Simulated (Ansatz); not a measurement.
# GaSiH4OF (SMILES [F][GaH][O][SiH3]) at revPBE/6-31G(d) (spherical functions)

What is the energy change on altering one bond length of GaSiH4OF at revPBE/6-31G* (spherical functions)? 

Program for the calculation: Ansatz 0.2.0.

130 further runs of the same task are left out: 3 that didn't finish, 127 set aside as unsound or not needed.

### Step 1. The system as given

GaSiH4OF: 8 atoms, total charge 0, spin state singlet. SMILES: `[F][GaH][O][SiH3]`. The coordinates come from a PBE0-D4/def2-TZVP relaxation. This is one conformer, not always the lowest.

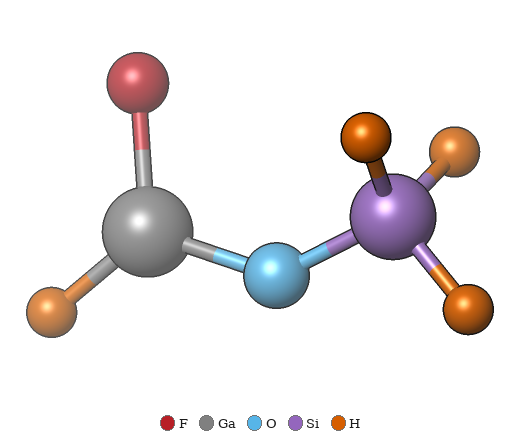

The structure, seen from a chosen angle (fluorine red, gallium grey, oxygen blue, silicon purple, hydrogen orange).

### Step 2. A single-point energy at revPBE/6-31G(d) (spherical functions)

Contents of in.yaml:

```yaml
basis:
  gaussian:
    orbitals: 6-31G_st_-spherical.json
crystal:
  periodic: [false, false, false]
  atoms:
    - symbol: F
      position_ang: [0.857100, 1.472000, 1.846200]
    - symbol: Ga
      position_ang: [1.323900, 1.220200, 0.177500]
    - symbol: O
      position_ang: [0.322200, 0.024800, -0.644000]
    - symbol: Si
      position_ang: [-0.952800, -0.945800, -0.299100]
    - symbol: H
      position_ang: [2.493100, 1.984200, -0.463100]
    - symbol: H
      position_ang: [-1.287500, -1.717200, -1.523200]
    - symbol: H
      position_ang: [-0.618600, -1.894300, 0.796900]
    - symbol: H
      position_ang: [-2.137300, -0.143800, 0.108800]
output: {orbitals: {seedname: orbitals}}
hamiltonian:
  xc: {name: revPBE}
accuracy: high
```

The basis set 6-31G* is read from a file made from the Basis Set Exchange's data (not shown).

On the command line:

```bash
$ ansatz run in.yaml --threads 1 --pin off --max-ram 3480MiB --events-out events.jsonl --progress --plain --runs-dir runs
```

Output:

```text
Warning: RAYON_NUM_THREADS=1 ignored (pool sized by the plan → 1); use --threads N
Functional definition: revPBE
  name "revPBE"
  parameter kappa = 1.245
  parameter beta = 0.06672455060314922
  exchange = pbe_x(kappa = kappa, mu = beta*pi^2/3)
  correlation = pbe_c(beta = beta)
1863 factors; integrals over basis functions are off by at most 4.5e-9 eV
mean field evaluation 1: about -65062.6806 eV, gradient 7.3e1 eV
mean field evaluation 2: about -64985.6686 eV, gradient 1.9e2 eV
mean field evaluation 4: about -65070.6023 eV, gradient 2.4e1 eV
mean field evaluation 8: about -65071.5294 eV, gradient 4.8e-1 eV
mean field evaluation 16: about -65071.5207 eV, gradient 3.1e-5 eV
mean field -65071.52072087 eV, -2391.3342794311 hartree, gradient 1.5e-8 eV, S^2 0.000000; 0 other end points of the search recorded, 0 dependent functions left out
reference -65071.52072682 eV, -2391.3342796496 hartree; 33, 33 occupied and 53, 53 virtual orbitals, 1863 factors
Total energy: -65071.52072682 eV, -2391.3342796496 hartree
```

Wall time 6 s (1 thread of Intel Xeon Platinum 8488C (Sapphire Rapids), shared host); peak memory 0.23 GiB.

### Step 3. The distorted shape, same level

Contents of job.yaml:

```yaml
crystal:
  periodic: [false, false, false]
  atoms:
    - {symbol: F, position_ang: [1.048378, 1.617611, 1.794457]}
    - {symbol: Ga, position_ang: [1.515178, 1.365811, 0.125757]}
    - {symbol: O, position_ang: [0.513478, 0.170411, -0.695743]}
    - {symbol: Si, position_ang: [-0.952800, -0.945800, -0.299100]}
    - {symbol: H, position_ang: [2.684378, 2.129811, -0.514843]}
    - {symbol: H, position_ang: [-1.287500, -1.717200, -1.523200]}
    - {symbol: H, position_ang: [-0.618600, -1.894300, 0.796900]}
    - {symbol: H, position_ang: [-2.137300, -0.143800, 0.108800]}
basis:
  gaussian:
    orbitals: 6-31G_st_-spherical.json
hamiltonian:
  xc: {name: revPBE}
accuracy: high
output: {orbitals: {seedname: orbitals}}
```

The basis set 6-31G* is read from a file made from the Basis Set Exchange's data (not shown).

On the command line:

```bash
$ ansatz run job.yaml --threads 1 --pin off --max-ram 3480MiB --events-out events.jsonl --progress --plain --runs-dir runs
```

Output:

```text
Warning: RAYON_NUM_THREADS=1 ignored (pool sized by the plan → 1); use --threads N
[... 6 set-up lines as earlier in the session ...]
1853 factors; integrals over basis functions are off by at most 7.0e-9 eV
mean field evaluation 1: about -65062.1214 eV, gradient 7.3e1 eV
mean field evaluation 2: about -64965.5533 eV, gradient 2.0e2 eV
mean field evaluation 4: about -65070.4628 eV, gradient 2.0e1 eV
mean field evaluation 8: about -65071.1366 eV, gradient 5.6e-1 eV
mean field evaluation 16: about -65071.1281 eV, gradient 9.4e-5 eV
mean field -65071.12810077 eV, -2391.3198509085 hartree, gradient 8.4e-8 eV, S^2 0.000000; 0 other end points of the search recorded, 0 dependent functions left out
reference -65071.12810674 eV, -2391.3198511280 hartree; 33, 33 occupied and 53, 53 virtual orbitals, 1853 factors
Total energy: -65071.12810674 eV, -2391.3198511280 hartree
```

Run time: 6 s. Hardware: 1 thread of Intel Xeon Platinum 8488C (Sapphire Rapids), shared host; peak memory 0.24 GiB.

### Step 4. Outcome

Level: revPBE/6-31G* (spherical functions).

| quantity | value |
| --- | --- |
| first shape: total energy | -2391.33428 Eh |
| first shape: HOMO energy | -7.20 eV |
| first shape: LUMO energy | -1.74 eV |
| first shape: HOMO–LUMO gap | 5.46 eV |
| distorted shape: total energy | -2391.31985 Eh |
| distorted shape: HOMO energy | -6.96 eV |
| distorted shape: LUMO energy | -1.57 eV |
| distorted shape: HOMO–LUMO gap | 5.39 eV |
| energy change with the O3–Si4 bond stretched from 1.639 to 1.885 Å | 0.393 eV |

In words: With the O3–Si4 bond stretched from 1.639 to 1.885 Å the energy rises by 0.39 eV (37.9 kJ/mol). The first shape isn't relaxed at this level, so the change isn't measured from a minimum.
